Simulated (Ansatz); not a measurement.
# C₂H₅F₂NSi: a ladder of functionals and wavefunction methods, part 2 of 2

Ansatz 0.2.0, Gaussian basis; functionals in def2-TZVPP, the program's frozen cores in correlated methods.

## 14. CAM-B3LYP-D4 (range-separated)

File in.yaml:

```yaml
crystal:
  periodic: [false, false, false]
  atoms:
    - {symbol: C, position_ang: [0.721674, -1.595998, -0.473333]}
    - {symbol: Si, position_ang: [0.587289, 0.120945, 0.204088]}
    - {symbol: N, position_ang: [-0.858343, 0.608153, 0.977241]}
    - {symbol: C, position_ang: [-0.747395, 1.341196, -0.202428]}
    - {symbol: F, position_ang: [-1.750988, 1.181850, -1.108166]}
    - {symbol: F, position_ang: [-0.604758, 2.688563, -0.064717]}
    - {symbol: H, position_ang: [-0.219083, -1.900072, -0.934202]}
    - {symbol: H, position_ang: [0.966915, -2.302697, 0.324420]}
    - {symbol: H, position_ang: [1.517487, -1.648115, -1.220781]}
    - {symbol: H, position_ang: [1.876356, 0.629982, 0.734366]}
    - {symbol: H, position_ang: [-1.423754, 0.819195, 1.784214]}
basis:
  gaussian: {orbitals: def2-TZVPP}
hamiltonian: {xc: {name: CAM-B3LYP}, dispersion: d4}
output: {orbitals: {seedname: orbitals}}
```

Run with:

```bash
$ ansatz run in.yaml --threads 4 --pin off --events-out ev --progress --plain --max-ram 10444MiB
```

The program printed, shortened:

```text
Functional definition: CAM-B3LYP
  name "CAM-B3LYP"
  cite "Yanai, Tew & Handy, Chem. Phys. Lett. 393, 51 (2004) doi:10.1016/j.cplett.2004.06.011"
  cite "Iikura, Tsuneda, Yanai & Hirao, J. Chem. Phys. 115, 3540 (2001) doi:10.1063/1.1383587"
  cite "Becke, Phys. Rev. A 38, 3098 (1988) doi:10.1103/PhysRevA.38.3098"
  cite "Lee, Yang & Parr, Phys. Rev. B 37, 785 (1988) doi:10.1103/PhysRevB.37.785"
  cite "Vosko, Wilk & Nusair, Can. J. Phys. 58, 1200 (1980) doi:10.1139/p80-159"
[...]
  # Exact exchange under (alpha + beta erf(omega r))/r, Becke's under what is left of 1/r.
[...]
1413 factors; their error is unknown
339 factors; integrals over basis functions are off by at most 9.7e-6 eV
[...]
mean field -16957.77582549 eV, -623.1867671935 hartree, gradient 8.5e-5 eV, S^2 0.000000; 0 other end points of the search recorded, 0 dependent functions left out
reference -16957.77595224 eV, -623.1867718514 hartree; 28, 28 occupied and 239, 239 virtual orbitals, 1413 factors
Total energy: -16957.96618197 eV, -623.1937626652 hartree
```

It took 3.6 s on 4 threads of Arm Neoverse V2, shared host; peak memory 0.78 GiB.

Atomisation energy: 986.7 kcal/mol (free atoms -16915.178 eV, run apart). HOMO -9.05 eV, LUMO 0.75 eV.

## 15. LC-ωPBE (range-separated)

Changes to in.yaml since step 14:

```diff
@@ -16,3 +16,3 @@
   gaussian: {orbitals: def2-TZVPP}
-hamiltonian: {xc: {name: CAM-B3LYP}, dispersion: d4}
+hamiltonian: {xc: {name: LC-wPBE}}
 output: {orbitals: {seedname: orbitals}}
```

The command is unchanged.

The program printed, shortened:

```text
Functional definition: LC-wPBE
  name "LC-wPBE"
  cite "Vydrov & Scuseria, J. Chem. Phys. 125, 234109 (2006) doi:10.1063/1.2409292"
  cite "Heyd & Scuseria, J. Chem. Phys. 120, 7274 (2004) doi:10.1063/1.1668634"
  cite "Ernzerhof & Perdew, J. Chem. Phys. 109, 3313 (1998) doi:10.1063/1.476928"
  cite "Perdew, Burke & Ernzerhof, Phys. Rev. Lett. 77, 3865 (1996) doi:10.1103/PhysRevLett.77.3865"
  parent pbe
[...]
1410 factors; their error is unknown
430 factors; integrals over basis functions are off by at most 2.2e-5 eV
[...]
mean field -16952.97524892 eV, -623.0103492586 hartree, gradient 3.7e-5 eV, S^2 0.000000; 0 other end points of the search recorded, 0 dependent functions left out
reference -16952.97524893 eV, -623.0103492589 hartree; 28, 28 occupied and 239, 239 virtual orbitals, 1410 factors
Total energy: -16952.97524893 eV, -623.0103492589 hartree
```

It took 2.7 s on 4 threads of Arm Neoverse V2, shared host; peak memory 0.51 GiB.

Atomisation energy: 984.7 kcal/mol (free atoms -16910.273 eV, run apart). HOMO -10.34 eV, LUMO 1.95 eV.

## 16. ωB97X-V (range-separated)

Changes to in.yaml since step 15:

```diff
@@ -16,3 +16,3 @@
   gaussian: {orbitals: def2-TZVPP}
-hamiltonian: {xc: {name: LC-wPBE}}
+hamiltonian: {xc: {name: wB97X-V}}
 output: {orbitals: {seedname: orbitals}}
```

Same command.

The program printed, shortened:

```text
Functional definition: wB97X-V
  name "wB97X-V"
  cite "Mardirossian & Head-Gordon, Phys. Chem. Chem. Phys. 16, 9904 (2014) doi:10.1039/C3CP54374A"
  cite "Becke, J. Chem. Phys. 107, 8554 (1997) doi:10.1063/1.475007"
  cite "Vydrov & Van Voorhis, J. Chem. Phys. 133, 244103 (2010) doi:10.1063/1.3521275"
[...]
      + integral(e_c_pw_opposite_spin*poly(b97_u_opposite, cos0, cos1)) + vv10(b, c)
1413 factors; their error is unknown
319 factors; integrals over basis functions are off by at most 1.0e-5 eV
[...]
mean field -16956.49712170 eV, -623.1397756958 hartree, gradient 5.9e-5 eV, S^2 0.000000; 0 other end points of the search recorded, 0 dependent functions left out
reference -16956.49711975 eV, -623.1397756243 hartree; 28, 28 occupied and 239, 239 virtual orbitals, 1413 factors
Total energy: -16956.49711975 eV, -623.1397756243 hartree
```

Run time: 8 s. Hardware: 4 threads of Arm Neoverse V2, shared host; peak memory 0.84 GiB.

Atomisation energy: 986.5 kcal/mol (free atoms -16913.719 eV, run apart). HOMO -10.00 eV, LUMO 1.80 eV.

## 17. ωB97M-V (range-separated)

Changes to in.yaml since step 16:

```diff
@@ -16,3 +16,3 @@
   gaussian: {orbitals: def2-TZVPP}
-hamiltonian: {xc: {name: wB97X-V}}
-output: {orbitals: {seedname: orbitals}}
+hamiltonian: {xc: {name: wB97M-V}}
+output: {forces: true, orbitals: {seedname: orbitals}}
```

The command is unchanged.

The program printed, shortened:

```text
Functional definition: wB97M-V
  name "wB97M-V"
  cite "Mardirossian & Head-Gordon, J. Chem. Phys. 144, 214110 (2016) doi:10.1063/1.4952647"
  cite "Becke, J. Chem. Phys. 107, 8554 (1997) doi:10.1063/1.475007"
  cite "Vydrov & Van Voorhis, J. Chem. Phys. 133, 244103 (2010) doi:10.1063/1.3521275"
  # Of w^i u^j: cxij and so on, Table III.
[...]
  gx(w, u) = 1 - cx + cx01*u + cx10*w
  gss(w, u) = css00 + css04*u^4 + css10*w + css20*w^2 + css43*w^4*u^3
  gos(w, u) = cos00 + cos10*w + (cos20 + cos21*u)*w^2 + (cos60 + cos61*u)*w^6
[...]
      + integral(e_c_pw_mod_opposite_spin*gos(b97_w_opposite, b97_u_opposite)) + vv10(b, c)
1413 factors; their error is unknown
319 factors; integrals over basis functions are off by at most 1.0e-5 eV
[...]
Atom 1 at     0.587289     0.120945     0.204088 Å, force     0.141749     0.041131     0.033917 eV/Å
Atom 2 at    -0.858343     0.608153     0.977241 Å, force    -0.105608    -0.099083     0.293671 eV/Å
Atom 3 at    -0.747395     1.341196    -0.202428 Å, force     0.292467    -0.154067    -0.120942 eV/Å
Atom 4 at    -1.750988     1.181850    -1.108166 Å, force    -0.207715    -0.040604    -0.144951 eV/Å
Atom 5 at    -0.604758     2.688563    -0.064717 Å, force     0.010891     0.252090     0.063230 eV/Å
Atom 6 at    -0.219083    -1.900072    -0.934202 Å, force     0.068580     0.023225     0.033646 eV/Å
Atom 7 at     0.966915    -2.302697     0.324420 Å, force    -0.020232     0.057457    -0.060422 eV/Å
Atom 8 at     1.517487    -1.648115    -1.220781 Å, force    -0.061105    -0.004266     0.052992 eV/Å
Atom 9 at     1.876356     0.629982     0.734366 Å, force    -0.152636    -0.058975    -0.069993 eV/Å
Atom 10 at    -1.423754     0.819195     1.784214 Å, force     0.022378     0.006489    -0.057772 eV/Å
Dipole moment:     0.349070    -0.564552     0.293873 e Å
```

Run time: 12 s. Hardware: 4 threads of Arm Neoverse V2, shared host; peak memory 0.98 GiB.

Atomisation energy: 985.5 kcal/mol (free atoms -16914.570 eV, run apart). HOMO -9.88 eV, LUMO 1.49 eV.

## 18. B2PLYP (double hybrid)

Changes to in.yaml since step 17:

```diff
@@ -16,3 +16,2 @@
   gaussian: {orbitals: def2-TZVPP}
-hamiltonian: {xc: {name: wB97M-V}}
-output: {forces: true, orbitals: {seedname: orbitals}}
+hamiltonian: {xc: {name: B2PLYP}}
```

The command is unchanged.

The program printed, shortened:

```text
Functional definition: B2PLYP
  name "B2PLYP"
  cite "Grimme, J. Chem. Phys. 124, 034108 (2006) doi:10.1063/1.2148954"
  cite "Becke, Phys. Rev. A 38, 3098 (1988) doi:10.1103/PhysRevA.38.3098"
  cite "Lee, Yang & Parr, Phys. Rev. B 37, 785 (1988) doi:10.1103/PhysRevB.37.785"
[...]
1627 factors; integrals over basis functions are off by at most 9.3e-4 eV
[...]
mean field -16941.12870525 eV, -622.5749968084 hartree, gradient 2.6e-6 eV, S^2 0.000000; 0 other end points of the search recorded, 0 dependent functions left out
10 core orbitals not correlated: weight in the atoms' cores, before any rotation towards them, 1.000 or more for the frozen orbitals, at most 0.000 for the correlated occupied ones
reference -16941.12886938 eV, -622.5750028401 hartree; 18, 18 occupied and 239, 239 virtual orbitals, 1627 factors
second order -37.70875872 eV of doubles, -0.00000000 eV of singles
Total energy: -16951.31023423 eV, -622.9491610973 hartree
```

It took 6 s on 4 threads of Arm Neoverse V2, shared host; peak memory 0.74 GiB.

Atomisation energy: 967.8 kcal/mol (free atoms -16909.343 eV, run apart).

## 19. PBE-QIDH (double hybrid)

Changes to in.yaml since step 18:

```diff
@@ -16,2 +16,2 @@
   gaussian: {orbitals: def2-TZVPP}
-hamiltonian: {xc: {name: B2PLYP}}
+hamiltonian: {xc: {name: PBE-QIDH}}
```

Launched as before.

The program printed, shortened:

```text
Functional definition: PBE-QIDH
  name "PBE-QIDH"
  cite "Brémond, Sancho-García, Pérez-Jiménez & Adamo, J. Chem. Phys. 141, 031101 (2014) doi:10.1063/1.4890314"
  cite "Perdew, Burke & Ernzerhof, Phys. Rev. Lett. 77, 3865 (1996) doi:10.1103/PhysRevLett.77.3865"
[...]
1627 factors; integrals over basis functions are off by at most 9.3e-4 eV
[...]
mean field -16932.61628909 eV, -622.2621712847 hartree, gradient 6.2e-6 eV, S^2 0.000000; 0 other end points of the search recorded, 0 dependent functions left out
10 core orbitals not correlated: weight in the atoms' cores, before any rotation towards them, 1.000 or more for the frozen orbitals, at most 0.000 for the correlated occupied ones
reference -16932.61630099 eV, -622.2621717219 hartree; 18, 18 occupied and 239, 239 virtual orbitals, 1627 factors
second order -35.12104030 eV of doubles, -0.00000000 eV of singles
Total energy: -16944.32331443 eV, -622.6923965303 hartree
```

It took 6 s on 4 threads of Arm Neoverse V2, shared host; peak memory 0.74 GiB.

With the free atoms at this level, -16902.167 eV in sum, the atomisation energy is 972.1 kcal/mol.

## 20. Frontier levels by functional

Dipoles come from the runs that computed forces. Levels, from each run's orbital file:

| functional | HOMO (eV) | LUMO (eV) | gap (eV) | dipole (D) |
| --- | --- | --- | --- | --- |
| LDA (SPW92) | -6.43 | -1.25 | 5.18 |  |
| PBE-D4 | -6.26 | -1.05 | 5.20 | 3.20 |
| revPBE-D4 | -6.19 | -0.96 | 5.22 |  |
| BLYP-D4 | -6.16 | -0.97 | 5.20 |  |
| r2SCAN-D4 | -6.52 | -0.75 | 5.77 | 3.33 |
| B97M-V | -6.60 | -0.85 | 5.74 |  |
| PBE0-D4 | -7.63 | -0.22 | 7.42 |  |
| B3LYP-D4 | -7.43 | -0.47 | 6.96 | 3.46 |
| r2SCANh-D4 | -7.04 | -0.46 | 6.58 |  |
| r2SCAN0-D4 | -7.81 | -0.03 | 7.78 |  |
| HSE06-D4 | -7.23 | -0.59 | 6.64 |  |
| BHLYP-D4 | -8.96 | 0.60 | 9.55 |  |
| CAM-B3LYP-D4 | -9.05 | 0.75 | 9.80 |  |
| LC-ωPBE | -10.34 | 1.95 | 12.29 |  |
| ωB97X-V | -10.00 | 1.80 | 11.80 |  |
| ωB97M-V | -9.88 | 1.49 | 11.38 | 3.49 |

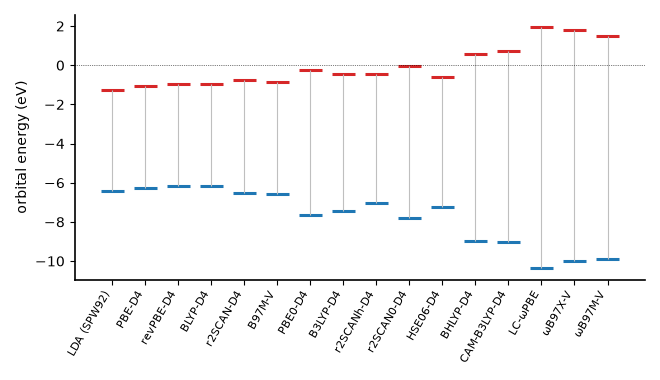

Highest occupied (blue) and lowest empty (red) level by functional.

## 21. CCSD(T) in def2-SVP

Changes to in.yaml since step 19:

```diff
@@ -15,3 +15,3 @@
 basis:
-  gaussian: {orbitals: def2-TZVPP}
-hamiltonian: {xc: {name: PBE-QIDH}}
+  gaussian: {orbitals: def2-SVP}
+correlation: {method: ccsd_t}
```

Same command.

The program printed, shortened:

```text
Functional definition: HF
  name "HF"
  cite "Fock, Z. Phys. 61, 126 (1930) doi:10.1007/BF01340294"
  parent pbe
[...]
1120 factors; integrals over basis functions are off by at most 1.4e-3 eV
[...]
mean field -16885.34573617 eV, -620.5250105058 hartree, gradient 1.4e-6 eV, S^2 0.000000; 0 other end points of the search recorded, 0 dependent functions left out
10 core orbitals not correlated: weight in the atoms' cores, before any rotation towards them, 1.000 or more for the frozen orbitals, at most 0.000 for the correlated occupied ones
reference -16885.34573617 eV, -620.5250105058 hartree; 18, 18 occupied and 85, 85 virtual orbitals, 1120 factors
second order -24.45418421 eV of doubles, -0.00000000 eV of singles
cycle   1  -24.89642272 eV  change   -4.4e-1 eV  update   1.1e-1
[...]
cycle   9  -25.61032606 eV  change   -2.8e-5 eV  update   3.3e-5
perturbative correction -0.67048767 eV, -0.0246399674 hartree
Total energy: -16911.62654989 eV, -621.4908125964 hartree
```

Run time: 8.5 s. Hardware: 4 threads of Arm Neoverse V2, shared host; peak memory 0.62 GiB.

## 22. CCSD(T) in def2-TZVPP

Changes to in.yaml since step 21:

```diff
@@ -15,3 +15,4 @@
 basis:
-  gaussian: {orbitals: def2-SVP}
+  gaussian: {orbitals: def2-TZVPP}
 correlation: {method: ccsd_t}
+output: {orbitals: {seedname: orbitals}}
```

The command is unchanged.

The program printed, shortened:

```text
Functional definition: HF
  name "HF"
  cite "Fock, Z. Phys. 61, 126 (1930) doi:10.1007/BF01340294"
  parent pbe
[...]
1627 factors; integrals over basis functions are off by at most 9.3e-4 eV
[...]
mean field -16899.25810609 eV, -621.0362806704 hartree, gradient 1.2e-6 eV, S^2 0.000000; 0 other end points of the search recorded, 0 dependent functions left out
10 core orbitals not correlated: weight in the atoms' cores, before any rotation towards them, 1.000 or more for the frozen orbitals, at most 0.000 for the correlated occupied ones
reference -16899.25810609 eV, -621.0362806704 hartree; 18, 18 occupied and 239, 239 virtual orbitals, 1627 factors
second order -31.39037752 eV of doubles, -0.00000000 eV of singles
cycle   1  -31.39155376 eV  change   -1.2e-3 eV  update   1.2e-1
[...]
cycle  10  -32.22372518 eV  change   -3.1e-5 eV  update   1.5e-5
perturbative correction -1.20931578 eV, -0.0444415354 hartree
Total energy: -16932.69114705 eV, -622.2649222640 hartree
```

It took 4.7 min on 4 threads of Arm Neoverse V2, shared host; peak memory 7.2 GiB.

## 23. MP2 in def2-QZVPP

Changes to in.yaml since step 22:

```diff
@@ -15,4 +15,3 @@
 basis:
-  gaussian: {orbitals: def2-TZVPP}
-correlation: {method: ccsd_t}
-output: {orbitals: {seedname: orbitals}}
+  gaussian: {orbitals: "def2-QZVPP.json"}
+correlation: {method: mp2}
```

Same command.

The program printed:

```text
Functional definition: HF
  name "HF"
  cite "Fock, Z. Phys. 61, 126 (1930) doi:10.1007/BF01340294"
  parent pbe
  exchange = exact_x
  correlation = 0
3060 factors; integrals over basis functions are off by at most 7.3e-4 eV
mean field evaluation 1: about -16894.8756 eV, gradient 4.8e1 eV
mean field evaluation 2: about -16895.0389 eV, gradient 4.8e1 eV
mean field evaluation 4: about -16899.8331 eV, gradient 4.3e0 eV
mean field evaluation 8: about -16899.9101 eV, gradient 3.1e-1 eV
mean field -16899.91063328 eV, -621.0602606020 hartree, gradient 2.2e-6 eV, S^2 0.000000; 0 other end points of the search recorded, 0 dependent functions left out
10 core orbitals not correlated: weight in the atoms' cores, before any rotation towards them, 1.000 or more for the frozen orbitals, at most 0.000 for the correlated occupied ones
reference -16899.91063328 eV, -621.0602606020 hartree; 18, 18 occupied and 477, 477 virtual orbitals, 3060 factors
second order -33.95111500 eV of doubles, -0.00000000 eV of singles
Total energy: -16933.86174828 eV, -622.3079410654 hartree
```

It took 24 s on 4 threads of Arm Neoverse V2, shared host; peak memory 3.3 GiB.

Energy pieces by basis (eV):

| basis | HF | MP2 correlation | CCSD correlation | (T) | total |
| --- | --- | --- | --- | --- | --- |
| def2-SVP | -16885.3457 | -24.4542 | -25.6103 | -0.6705 | -16911.6265 |
| def2-TZVPP | -16899.2581 | -31.3904 | -32.2237 | -1.2093 | -16932.6911 |
| def2-QZVPP | -16899.9106 | -33.9511 |  |  | -16933.8617 (MP2) |

The report of the def2-TZVPP run gives T1 = 0.0125.

## 24. Extrapolating to the complete basis

This step is arithmetic on the last runs, with X = 3 and 4: exp(−7.88√X) for Hartree-Fock, X^−2.97 for correlation; only MP2 was run in the larger set, so CCSD(T) minus MP2 is added from the smaller one.

| level | energy at the limit (eV) |
| --- | --- |
| HF | -16900.0005 |
| MP2 | -16935.8485 |
| CCSD | -16936.6818 |
| CCSD(T) | -16937.8911 |

## 25. RPA on PBE orbitals

Changes to in.yaml since step 23:

```diff
@@ -15,3 +15,4 @@
 basis:
-  gaussian: {orbitals: "def2-QZVPP.json"}
-correlation: {method: mp2}
+  gaussian: {orbitals: def2-TZVPP}
+hamiltonian: {xc: pbe}
+correlation: {method: rpa}
```

The command is unchanged.

The program printed, shortened:

```text
Functional definition: PBE
  name "PBE"
  cite "Perdew, Burke & Ernzerhof, Phys. Rev. Lett. 77, 3865 (1996) doi:10.1103/PhysRevLett.77.3865"
  parent pbe
[...]
1627 factors; integrals over basis functions are off by at most 9.3e-4 eV
[...]
mean field -16946.92385070 eV, -622.7879644756 hartree, gradient 6.3e-6 eV, S^2 0.000000; 0 other end points of the search recorded, 0 dependent functions left out
10 core orbitals not correlated: weight in the atoms' cores, before any rotation towards them, 1.000 or more for the frozen orbitals, at most 0.000 for the correlated occupied ones
reference -16897.18701499 eV, -620.9601694760 hartree; 18, 18 occupied and 239, 239 virtual orbitals, 1627 factors
Total energy: -16946.63947895 eV, -622.7775140065 hartree
```

Run time: 6.5 s. Hardware: 4 threads of Arm Neoverse V2, shared host; peak memory 0.67 GiB.

RPA correlation: -49.452 eV. No RPA run of the hydrogen atom was made, so RPA has no atomisation energy below.

## 26. The ladder

Atomisation energy = energies of 2 C, 1 Si, 1 N, 2 F, 5 H (separate runs, same level) minus the molecule's; electronic only, no spin-orbit term.

Differences are taken before rounding.

| method | rung | atoms, summed (eV) | atomisation energy (kcal/mol) | from CCSD(T)/CBS (kcal/mol) | time |
| --- | --- | --- | --- | --- | --- |
| LDA (SPW92) | LDA | -16812.952 | 1153.3 | +175.5 | 1.2 s |
| PBE-D4 | GGA | -16903.259 | 1012.1 | +34.4 | 2.5 s |
| revPBE-D4 | GGA | -16914.180 | 981.4 | +3.6 | 2 s |
| BLYP-D4 | GGA | -16916.487 | 983.2 | +5.5 | 2 s |
| r2SCAN-D4 | meta-GGA | -16913.047 | 983.8 | +6.0 | 5.5 s |
| B97M-V | meta-GGA | -16913.848 | 982.4 | +4.7 | 10 s |
| PBE0-D4 | hybrid | -16905.389 | 984.8 | +7.1 | 3.1 s |
| B3LYP-D4 | hybrid | -16919.117 | 978.8 | +1.0 | 4.9 s |
| r2SCANh-D4 | hybrid | -16912.905 | 974.7 | -3.1 | 5.5 s |
| r2SCAN0-D4 | hybrid | -16912.707 | 961.7 | -16.0 | 6 s |
| HSE06-D4 | hybrid | -16904.746 | 985.7 | +8.0 | 3.5 s |
| BHLYP-D4 | hybrid | -16915.833 | 939.7 | -38.0 | 3.3 s |
| CAM-B3LYP-D4 | range-separated | -16915.178 | 986.7 | +9.0 | 3.6 s |
| LC-ωPBE | range-separated | -16910.273 | 984.7 | +7.0 | 2.7 s |
| ωB97X-V | range-separated | -16913.719 | 986.5 | +8.8 | 8 s |
| ωB97M-V | range-separated | -16914.570 | 985.5 | +7.8 | 12 s |
| B2PLYP | double hybrid | -16909.343 | 967.8 | -9.9 | 6 s |
| PBE-QIDH | double hybrid | -16902.167 | 972.1 | -5.6 | 6 s |
| HF/def2-TZVPP | wavefunction | -16870.003 | 674.6 | -303.1 |  |
| MP2/def2-TZVPP | wavefunction | -16888.472 | 972.6 | -5.1 |  |
| CCSD/def2-TZVPP | wavefunction | -16891.174 | 929.5 | -48.2 |  |
| CCSD(T)/def2-SVP | wavefunction | -16871.982 | 914.2 | -63.5 | 8.5 s |
| CCSD(T)/def2-TZVPP | wavefunction | -16891.600 | 947.6 | -30.2 | 4.7 min |
| MP2/CBS | wavefunction | -16892.364 | 1002.8 | +25.0 |  |
| CCSD(T)/CBS | wavefunction | -16895.492 | 977.7 | 0 | 5.1 min |

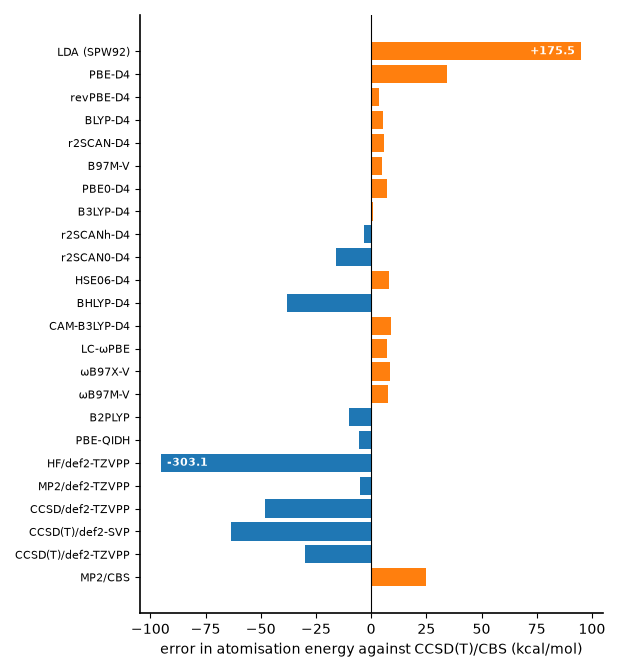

Deviations from CCSD(T)/CBS, method by method. Bars with a number in them are cut short.

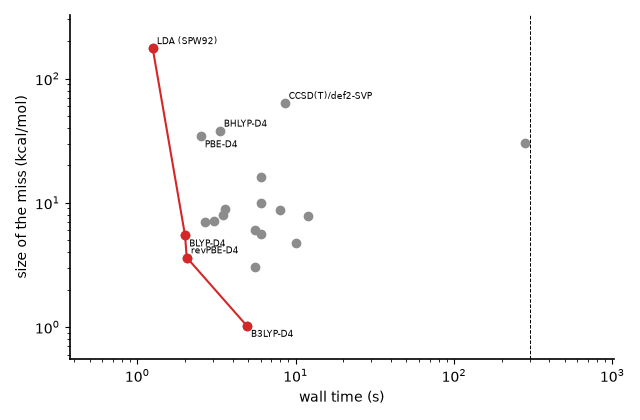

Accuracy for the time spent; red marks the levels that beat every quicker one drawn (of those quicker than the yardstick), and the dashed line is the time of CCSD(T)/CBS. Only those levels and the largest misses are named. Times are from a shared host.

LDA (SPW92), LC-ωPBE, B2PLYP, PBE-QIDH carry no dispersion term (for B3LYP, D4 adds 8.3 kcal/mol).

Times are those of the molecule's run; HF, MP2 and CCSD come out of the CCSD(T) runs, and the limit's time is the sum of the runs that it needs.

## 27. Outcome

What follows sums up all 2 parts.

```
                               quantity                                      value
        atomisation energy, CCSD(T)/CBS                             977.7 kcal/mol
functionals within 4.9 kcal/mol (0.5 %)    revPBE-D4, B97M-V, B3LYP-D4, r2SCANh-D4
                    farthest beyond LDA                  BHLYP-D4 (-38.0 kcal/mol)
                mean size of error, GGA                              14.5 kcal/mol
           mean size of error, meta-GGA                               5.4 kcal/mol
             mean size of error, hybrid                              12.2 kcal/mol
    mean size of error, range-separated                               8.1 kcal/mol
      mean size of error, double hybrid                               7.8 kcal/mol
              gap, smallest and largest  5.18 eV (LDA (SPW92)), 12.29 eV (LC-ωPBE)
                          T1 diagnostic                                     0.0125
triples share of the correlation energy                                      3.6 %
```

In words: LDA overbinds by 175.5 kcal/mol (18 %). PBE-D4 is off by +34.4 kcal/mol. Double hybrids carry the basis error of their MP2 part in triple zeta, and no dispersion term here, so their miss is partly the set-up's. By mean error the best rung here is meta-GGA (5.4 kcal/mol) and the worst beyond LDA is GGA (14.5 kcal/mol). hybrid functionals lie within the reference's doubt of that worst mean (12.2 kcal/mol), so those two tie. The gap between the best rungs is small, so their order is not settled. The reference freezes the cores and leaves out relativity and excitations past (T), so misses under about 4.9 kcal/mol can't be ranked. Hartree-Fock recovers 69 % of the binding; the rest is correlation. CCSD(T) in def2-SVP is off by -63.5 kcal/mol, more than most functionals: a good method in a small basis is no reference. The gap grows from 5.2 to 12.3 eV across the functionals, mostly with the share of exact exchange.

For cost: B3LYP-D4 gets within 1.0 kcal/mol in 4.9 s, where CCSD(T)/CBS took 5.1 min; the quickest level in the cost chart, LDA (SPW92), takes 1.2 s and misses by 175.5 kcal/mol.
